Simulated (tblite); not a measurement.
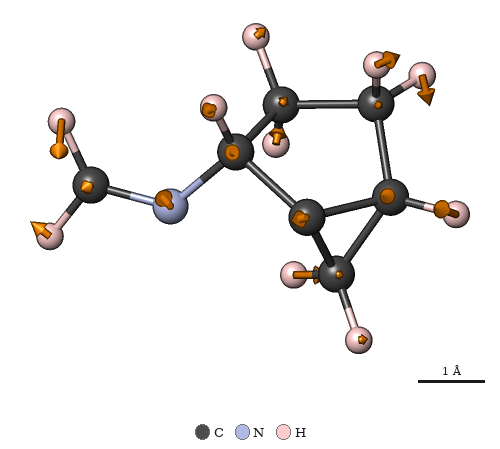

A relaxation of C$_{7}$H$_{10}$N (multiplicity 2). The starting structure is drawn; orange arrows show the displacements, at their true length. The two geometries are superimposed by the best rigid fit.

Style: ball-and-stick. Shown face on.

All numbers below come from GFN2-xTB geometry optimisation, gas phase (tblite). 

Which element moves most?

Answer. Hydrogen: up to 1.08 Å, against 0.56 Å for nitrogen.

What happened in the run?

Answer. An H atom moves most after the best rigid fit: 1.08 Å. Largest moves by element: H 1.08 Å, N 0.56 Å, C 0.38 Å. Among the contacts that change: C–C 1.538 → 1.469 Å, C–C 1.544 → 1.496 Å, C–C 1.487 → 1.528 Å, C–C 1.516 → 1.476 Å. Bond angles that change, for instance: C–C–C 108.5° → 121.9°, C–C–H 110.1° → 118.4°, C–C–C 126.1° → 118.4°. Groups turn about C–N by about 45°. After 102 geometry steps the energy has fallen by 92.6 kJ/mol. The run took 0.63 s on 1 thread of Arm Neoverse V1, with other jobs on the host.
